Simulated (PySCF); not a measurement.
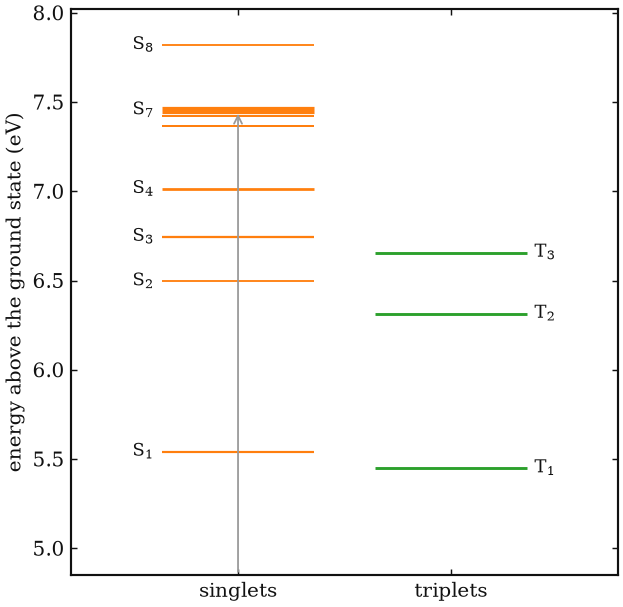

State diagram of C₃H₁₁BN₂O, SMILES COB(N)N(C)C. Vertical TDDFT excitations, CAM-B3LYP/def2-SVPD, PySCF 2.14.0, at a GFN2-xTB geometry (no frequency check), gas phase. Triplets in the Tamm-Dancoff approximation; only the lowest 8 singlets and 3 triplets were computed. Thicker singlet lines are brighter; the arrow marks the brightest. S0, at zero, lies below the range drawn.

What are the energy, strength and character of the state that the arrow marks?

S7 at 7.45 eV (166 nm), f = 0.203, mainly HOMO → LUMO+5 (75 %) (S6 lies within 0.06 eV, too close to order).

How many of the triplet levels drawn lie below S1?

1 of 3 (T1 5.45 eV, T2 6.31 eV, T3 6.66 eV; S1 5.54 eV).

What character does the calculation give T1?

Mainly HOMO → LUMO (86 %).

Note: states above the negative HOMO energy depend on the basis; the tight-binding geometry is rougher than a DFT one and adds to the error; one conformer of a flexible molecule; core orbitals are frozen in the response.
